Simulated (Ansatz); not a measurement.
# Run report: Si2H7ClO, molecular dynamics (part 1 of 2)

The run: molecular dynamics of Si2H7ClO. Method and program: RKS PBE0-D4/def2-SVP (Ansatz 0.2.0).

Figures and captions count atoms from 1; the log counts them from 0 in places.

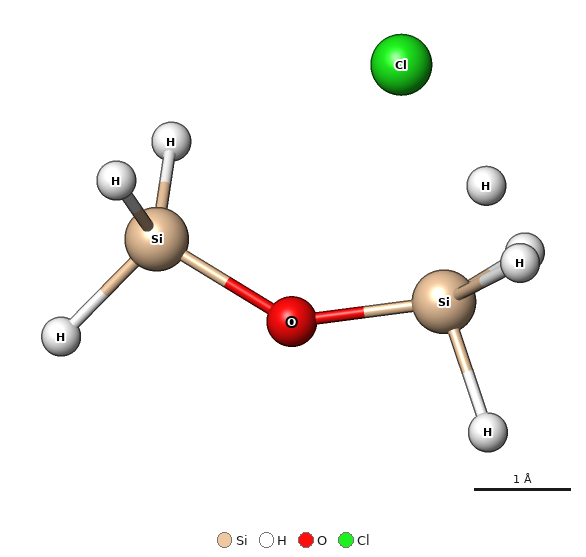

Fig. 1: The starting structure (ball-and-stick view, seen at a tilt).

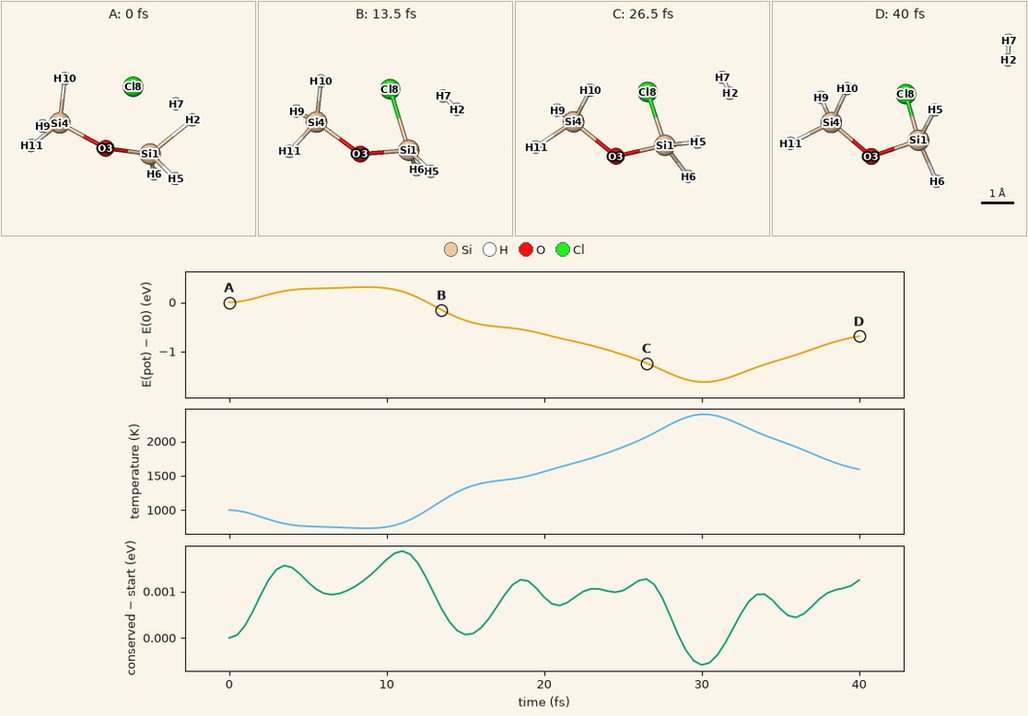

Fig. 2: Frames of the molecular dynamics (ball-and-stick, seen at a tilt) above the curves, on which the letters mark them. The trajectory kept here has 81 frames over 40 fs. The temperature starts at 1000 K, ranges from 735 to 2392 K and averages 1968 K over the second half. The potential energy ends 0.687 eV below its first value. The conserved quantity stays within 0.0025 eV. After an unweighted best fit of the last frame on the first, the root-mean-square displacement is 1.26 Å, and H7 has moved furthest (2.27 Å).

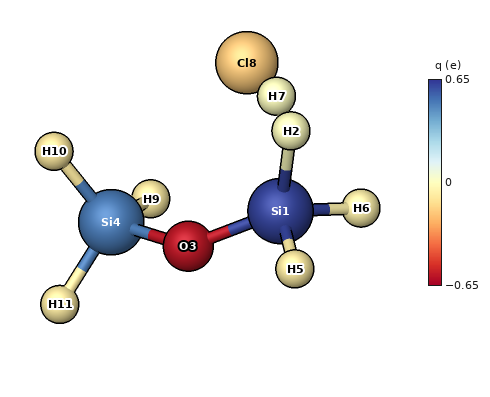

Fig. 3: Mulliken charges, as the colour of each atom (ball-and-stick view, seen at a tilt; atoms are numbered from 1 in the order of the input). By element: Si +0.50 to +0.62, H −0.08 to 0.00, O −0.58 and Cl −0.18 e.

The input and output of the run follow.

Input file:
```yaml
crystal:
  periodic: [false, false, false]
  atoms:
    - {symbol: Si, position_ang: [-0.768069, 0.929538, -0.462595]}
    - {symbol: H, position_ang: [0.290627, 2.075202, -1.181594]}
    - {symbol: O, position_ang: [-0.488424, -0.650643, -0.409736]}
    - {symbol: Si, position_ang: [0.330980, -1.796137, 0.474617]}
    - {symbol: H, position_ang: [-1.465918, 1.078453, -1.765949]}
    - {symbol: H, position_ang: [-1.517509, 1.646009, 0.578905]}
    - {symbol: H, position_ang: [0.761597, 1.920207, -0.437304]}
    - {symbol: Cl, position_ang: [1.236402, 1.258789, 1.093438]}
    - {symbol: H, position_ang: [0.125400, -1.594394, 1.926224]}
    - {symbol: H, position_ang: [1.766915, -1.779523, 0.121507]}
    - {symbol: H, position_ang: [-0.272102, -3.087400, 0.062387]}
basis:
  gaussian: {orbitals: def2-SVP}
hamiltonian: {xc: pbe0, dispersion: d4}
md: {n_steps: 80, timestep: 0.5, temperature: 1000, ensemble: nve, seed: 710, initial_velocities: maxwell_boltzmann}
```

Launched with:
```bash
ansatz run in.yaml --threads 4 --pin off --events-out ev --progress --plain --max-ram 9574MiB
```

The program's output:
```
Functional definition: PBE0
  name "PBE0"
  cite "Adamo & Barone, J. Chem. Phys. 110, 6158 (1999) doi:10.1063/1.478522"
  cite "Perdew, Burke & Ernzerhof, Phys. Rev. Lett. 77, 3865 (1996) doi:10.1103/PhysRevLett.77.3865"
  parent pbe
  parameter a = 0.25
  parameter kappa = 0.804
  parameter beta = 0.06672455060314922
  exchange = (1 - a)*pbe_x(kappa = kappa, mu = beta*pi^2/3) + a*exact_x
  correlation = pbe_c(beta = beta)
1041 factors; integrals over basis functions are off by at most 4.4e-4 eV
mean field evaluation 1: about -30412.0398 eV, gradient 4.5e1 eV
mean field evaluation 2: about -30404.5469 eV, gradient 7.7e1 eV
mean field evaluation 4: about -30415.5209 eV, gradient 2.7e0 eV
mean field evaluation 8: about -30415.5391 eV, gradient 7.2e-2 eV
mean field -30415.53915562 eV, -1117.7504475762 hartree, gradient 2.0e-5 eV, S^2 0.000000; 0 other end points of the search recorded, 0 dependent functions left out
the calculation of the forces begins
reference -30415.53918388 eV, -1117.7504486145 hartree; 30, 30 occupied and 73, 73 virtual orbitals, 1041 factors
md step     0: t =     0.00 fs  T =  1000.0 K  F+E_penalty+E_count = -30415.77119245 eV  E_kin = 1.163340 eV  conserved = -30414.60785246 eV  (23 SCF iters)
these checks for a lower state are left out or cut short: starts, cluster_reference, orbital_swaps, neighbouring_geometries, increment
1041 factors; integrals over basis functions are off by at most 4.5e-4 eV
mean field evaluation 16: about -30415.5269 eV, gradient 1.2e0 eV
mean field -30415.52925472 eV, -1117.7500837249 hartree, gradient 5.5e-5 eV, S^2 0.000000; 0 other end points of the search recorded, 0 dependent functions left out
the calculation of the forces begins
reference -30415.52928296 eV, -1117.7500847627 hartree; 30, 30 occupied and 73, 73 virtual orbitals, 1041 factors
md step     1: t =     0.50 fs  T =   991.5 K  F+E_penalty+E_count = -30415.76127537 eV  E_kin = 1.153483 eV  conserved = -30414.60779226 eV  (24 SCF iters, 3 dispersion substeps)
[... from here on the SCF iterations and repeated set-up lines of each step are left out, up to the last step ...]
md step     2: t =     1.00 fs  T =   970.5 K  F+E_penalty+E_count = -30415.73658618 eV  E_kin = 1.128992 eV  conserved = -30414.60759403 eV  (24 SCF iters, 3 dispersion substeps)
md step     3: t =     1.50 fs  T =   939.6 K  F+E_penalty+E_count = -30415.70033640 eV  E_kin = 1.093048 eV  conserved = -30414.60728802 eV  (24 SCF iters, 3 dispersion substeps)
md step     4: t =     2.00 fs  T =   903.0 K  F+E_penalty+E_count = -30415.65739321 eV  E_kin = 1.050459 eV  conserved = -30414.60693443 eV  (24 SCF iters, 3 dispersion substeps)
md step     5: t =     2.50 fs  T =   865.4 K  F+E_penalty+E_count = -30415.61334085 eV  E_kin = 1.006732 eV  conserved = -30414.60660928 eV  (24 SCF iters, 3 dispersion substeps)
md step     6: t =     3.00 fs  T =   831.2 K  F+E_penalty+E_count = -30415.57331182 eV  E_kin = 0.966931 eV  conserved = -30414.60638120 eV  (24 SCF iters, 3 dispersion substeps)
md step     7: t =     3.50 fs  T =   803.4 K  F+E_penalty+E_count = -30415.54092050 eV  E_kin = 0.934630 eV  conserved = -30414.60629086 eV  (24 SCF iters, 3 dispersion substeps)
md step     8: t =     4.00 fs  T =   783.4 K  F+E_penalty+E_count = -30415.51764027 eV  E_kin = 0.911305 eV  conserved = -30414.60633538 eV  (24 SCF iters, 3 dispersion substeps)
md step     9: t =     4.50 fs  T =   770.5 K  F+E_penalty+E_count = -30415.50283291 eV  E_kin = 0.896359 eV  conserved = -30414.60647344 eV  (24 SCF iters, 3 dispersion substeps)
md step    10: t =     5.00 fs  T =   763.1 K  F+E_penalty+E_count = -30415.49436523 eV  E_kin = 0.887720 eV  conserved = -30414.60664480 eV  (24 SCF iters, 3 dispersion substeps)
md step    11: t =     5.50 fs  T =   758.8 K  F+E_penalty+E_count = -30415.48952505 eV  E_kin = 0.882731 eV  conserved = -30414.60679432 eV  (24 SCF iters, 3 dispersion substeps)
md step    12: t =     6.00 fs  T =   755.6 K  F+E_penalty+E_count = -30415.48588065 eV  E_kin = 0.878992 eV  conserved = -30414.60688892 eV  (24 SCF iters, 3 dispersion substeps)
md step    13: t =     6.50 fs  T =   752.1 K  F+E_penalty+E_count = -30415.48183018 eV  E_kin = 0.874910 eV  conserved = -30414.60691997 eV  (24 SCF iters, 3 dispersion substeps)
md step    14: t =     7.00 fs  T =   747.7 K  F+E_penalty+E_count = -30415.47677763 eV  E_kin = 0.869882 eV  conserved = -30414.60689567 eV  (24 SCF iters, 3 dispersion substeps)
md step    15: t =     7.50 fs  T =   742.9 K  F+E_penalty+E_count = -30415.47103300 eV  E_kin = 0.864200 eV  conserved = -30414.60683303 eV  (24 SCF iters, 3 dispersion substeps)
md step    16: t =     8.00 fs  T =   738.3 K  F+E_penalty+E_count = -30415.46559227 eV  E_kin = 0.858849 eV  conserved = -30414.60674283 eV  (24 SCF iters, 3 dispersion substeps)
md step    17: t =     8.50 fs  T =   735.2 K  F+E_penalty+E_count = -30415.46196445 eV  E_kin = 0.855336 eV  conserved = -30414.60662829 eV  (24 SCF iters, 3 dispersion substeps)
md step    18: t =     9.00 fs  T =   735.5 K  F+E_penalty+E_count = -30415.46210427 eV  E_kin = 0.855614 eV  conserved = -30414.60649047 eV  (24 SCF iters, 3 dispersion substeps)
md step    19: t =     9.50 fs  T =   741.0 K  F+E_penalty+E_count = -30415.46839585 eV  E_kin = 0.862066 eV  conserved = -30414.60632962 eV  (25 SCF iters, 3 dispersion substeps)
md step    20: t =    10.00 fs  T =   754.2 K  F+E_penalty+E_count = -30415.48357328 eV  E_kin = 0.877409 eV  conserved = -30414.60616414 eV  (24 SCF iters, 3 dispersion substeps)
md step    21: t =    10.50 fs  T =   777.4 K  F+E_penalty+E_count = -30415.51039414 eV  E_kin = 0.904363 eV  conserved = -30414.60603125 eV  (24 SCF iters, 3 dispersion substeps)
md step    22: t =    11.00 fs  T =   812.4 K  F+E_penalty+E_count = -30415.55103187 eV  E_kin = 0.945051 eV  conserved = -30414.60598038 eV  (24 SCF iters, 3 dispersion substeps)
md step    23: t =    11.50 fs  T =   859.8 K  F+E_penalty+E_count = -30415.60632444 eV  E_kin = 1.000275 eV  conserved = -30414.60604945 eV  (24 SCF iters, 3 dispersion substeps)
md step    24: t =    12.00 fs  T =   918.9 K  F+E_penalty+E_count = -30415.67520455 eV  E_kin = 1.068958 eV  conserved = -30414.60624628 eV  (24 SCF iters, 3 dispersion substeps)
md step    25: t =    12.50 fs  T =   986.9 K  F+E_penalty+E_count = -30415.75460013 eV  E_kin = 1.148057 eV  conserved = -30414.60654334 eV  (24 SCF iters, 3 dispersion substeps)
md step    26: t =    13.00 fs  T =  1059.9 K  F+E_penalty+E_count = -30415.83988229 eV  E_kin = 1.232992 eV  conserved = -30414.60688980 eV  (24 SCF iters, 3 dispersion substeps)
md step    27: t =    13.50 fs  T =  1133.3 K  F+E_penalty+E_count = -30415.92568172 eV  E_kin = 1.318454 eV  conserved = -30414.60722774 eV  (24 SCF iters, 3 dispersion substeps)
md step    28: t =    14.00 fs  T =  1202.8 K  F+E_penalty+E_count = -30416.00679432 eV  E_kin = 1.399286 eV  conserved = -30414.60750796 eV  (24 SCF iters, 3 dispersion substeps)
md step    29: t =    14.50 fs  T =  1264.7 K  F+E_penalty+E_count = -30416.07894384 eV  E_kin = 1.471247 eV  conserved = -30414.60769731 eV  (24 SCF iters, 3 dispersion substeps)
md step    30: t =    15.00 fs  T =  1316.5 K  F+E_penalty+E_count = -30416.13929789 eV  E_kin = 1.531517 eV  conserved = -30414.60778060 eV  (24 SCF iters, 3 dispersion substeps)
md step    31: t =    15.50 fs  T =  1357.3 K  F+E_penalty+E_count = -30416.18671951 eV  E_kin = 1.578964 eV  conserved = -30414.60775552 eV  (24 SCF iters, 3 dispersion substeps)
md step    32: t =    16.00 fs  T =  1387.5 K  F+E_penalty+E_count = -30416.22179128 eV  E_kin = 1.614158 eV  conserved = -30414.60763348 eV  (24 SCF iters, 3 dispersion substeps)
md step    33: t =    16.50 fs  T =  1409.1 K  F+E_penalty+E_count = -30416.24663783 eV  E_kin = 1.639206 eV  conserved = -30414.60743211 eV  (24 SCF iters, 3 dispersion substeps)
md step    34: t =    17.00 fs  T =  1424.7 K  F+E_penalty+E_count = -30416.26460847 eV  E_kin = 1.657427 eV  conserved = -30414.60718107 eV  (24 SCF iters, 3 dispersion substeps)
md step    35: t =    17.50 fs  T =  1438.0 K  F+E_penalty+E_count = -30416.27980942 eV  E_kin = 1.672888 eV  conserved = -30414.60692154 eV  (24 SCF iters, 3 dispersion substeps)
md step    36: t =    18.00 fs  T =  1452.5 K  F+E_penalty+E_count = -30416.29645597 eV  E_kin = 1.689749 eV  conserved = -30414.60670724 eV  (24 SCF iters, 3 dispersion substeps)
md step    37: t =    18.50 fs  T =  1471.1 K  F+E_penalty+E_count = -30416.31802098 eV  E_kin = 1.711423 eV  conserved = -30414.60659748 eV  (24 SCF iters, 3 dispersion substeps)
md step    38: t =    19.00 fs  T =  1495.4 K  F+E_penalty+E_count = -30416.34632573 eV  E_kin = 1.739698 eV  conserved = -30414.60662734 eV  (23 SCF iters, 3 dispersion substeps)
md step    39: t =    19.50 fs  T =  1525.1 K  F+E_penalty+E_count = -30416.38100369 eV  E_kin = 1.774226 eV  conserved = -30414.60677770 eV  (23 SCF iters, 3 dispersion substeps)
md step    40: t =    20.00 fs  T =  1558.3 K  F+E_penalty+E_count = -30416.41979479 eV  E_kin = 1.812823 eV  conserved = -30414.60697207 eV  (25 SCF iters, 3 dispersion substeps)
md step    41: t =    20.50 fs  T =  1592.5 K  F+E_penalty+E_count = -30416.45970644 eV  E_kin = 1.852589 eV  conserved = -30414.60711731 eV  (24 SCF iters, 3 dispersion substeps)
md step    42: t =    21.00 fs  T =  1625.7 K  F+E_penalty+E_count = -30416.49844512 eV  E_kin = 1.891292 eV  conserved = -30414.60715332 eV  (24 SCF iters, 3 dispersion substeps)
md step    43: t =    21.50 fs  T =  1657.5 K  F+E_penalty+E_count = -30416.53533259 eV  E_kin = 1.928248 eV  conserved = -30414.60708464 eV  (24 SCF iters, 3 dispersion substeps)
md step    44: t =    22.00 fs  T =  1688.5 K  F+E_penalty+E_count = -30416.57128779 eV  E_kin = 1.964325 eV  conserved = -30414.60696283 eV  (24 SCF iters, 3 dispersion substeps)
md step    45: t =    22.50 fs  T =  1720.2 K  F+E_penalty+E_count = -30416.60807758 eV  E_kin = 2.001229 eV  conserved = -30414.60684875 eV  (24 SCF iters, 3 dispersion substeps)
md step    46: t =    23.00 fs  T =  1754.1 K  F+E_penalty+E_count = -30416.64736379 eV  E_kin = 2.040572 eV  conserved = -30414.60679157 eV  (24 SCF iters, 3 dispersion substeps)
md step    47: t =    23.50 fs  T =  1790.7 K  F+E_penalty+E_count = -30416.68998919 eV  E_kin = 2.083192 eV  conserved = -30414.60679717 eV  (24 SCF iters, 3 dispersion substeps)
md step    48: t =    24.00 fs  T =  1830.1 K  F+E_penalty+E_count = -30416.73582865 eV  E_kin = 2.128989 eV  conserved = -30414.60683952 eV  (24 SCF iters, 3 dispersion substeps)
md step    49: t =    24.50 fs  T =  1871.6 K  F+E_penalty+E_count = -30416.78419590 eV  E_kin = 2.177328 eV  conserved = -30414.60686807 eV  (24 SCF iters, 3 dispersion substeps)
md step    50: t =    25.00 fs  T =  1915.0 K  F+E_penalty+E_count = -30416.83461821 eV  E_kin = 2.227784 eV  conserved = -30414.60683423 eV  (24 SCF iters, 3 dispersion substeps)
md step    51: t =    25.50 fs  T =  1960.6 K  F+E_penalty+E_count = -30416.88753341 eV  E_kin = 2.280801 eV  conserved = -30414.60673280 eV  (24 SCF iters, 3 dispersion substeps)
md step    52: t =    26.00 fs  T =  2009.5 K  F+E_penalty+E_count = -30416.94435753 eV  E_kin = 2.337740 eV  conserved = -30414.60661771 eV  (24 SCF iters, 3 dispersion substeps)
md step    53: t =    26.50 fs  T =  2063.1 K  F+E_penalty+E_count = -30417.00666976 eV  E_kin = 2.400088 eV  conserved = -30414.60658184 eV  (24 SCF iters, 3 dispersion substeps)
md step    54: t =    27.00 fs  T =  2121.6 K  F+E_penalty+E_count = -30417.07484090 eV  E_kin = 2.468139 eV  conserved = -30414.60670157 eV  (24 SCF iters, 3 dispersion substeps)
md step    55: t =    27.50 fs  T =  2183.3 K  F+E_penalty+E_count = -30417.14694334 eV  E_kin = 2.539960 eV  conserved = -30414.60698326 eV  (24 SCF iters, 3 dispersion substeps)
md step    56: t =    28.00 fs  T =  2244.7 K  F+E_penalty+E_count = -30417.21867973 eV  E_kin = 2.611310 eV  conserved = -30414.60736935 eV  (24 SCF iters, 3 dispersion substeps)
md step    57: t =    28.50 fs  T =  2300.7 K  F+E_penalty+E_count = -30417.28429228 eV  E_kin = 2.676519 eV  conserved = -30414.60777331 eV  (24 SCF iters, 3 dispersion substeps)
md step    58: t =    29.00 fs  T =  2346.5 K  F+E_penalty+E_count = -30417.33789167 eV  E_kin = 2.729778 eV  conserved = -30414.60811408 eV  (24 SCF iters, 3 dispersion substeps)
md step    59: t =    29.50 fs  T =  2377.9 K  F+E_penalty+E_count = -30417.37465266 eV  E_kin = 2.766312 eV  conserved = -30414.60834076 eV  (23 SCF iters, 3 dispersion substeps)
md step    60: t =    30.00 fs  T =  2392.4 K  F+E_penalty+E_count = -30417.39155877 eV  E_kin = 2.783126 eV  conserved = -30414.60843293 eV  (24 SCF iters, 3 dispersion substeps)
md step    61: t =    30.50 fs  T =  2389.1 K  F+E_penalty+E_count = -30417.38769348 eV  E_kin = 2.779306 eV  conserved = -30414.60838753 eV  (25 SCF iters, 3 dispersion substeps)
```
